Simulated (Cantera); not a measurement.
Charge: 1 mol MgCO3, 0.17 mol O2, 5.1 mol N2, held at 33000 Pa.

Equilibrium computed with Cantera from the NASA thermochemical tables; the gas is ideal and each condensed phase is pure. Candidate condensed phases: C, Mg, MgCO3, MgO; 28 gas species. Equilibrium is a limit: real reactors are often held back by kinetics, nucleation or transport.

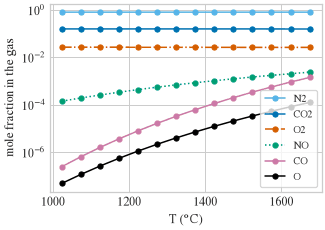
*Equilibrium gas composition (values under 1e-9 drawn at 1e-9)*

From 1025 °C to 1675 °C the condensed part is MgO(s).
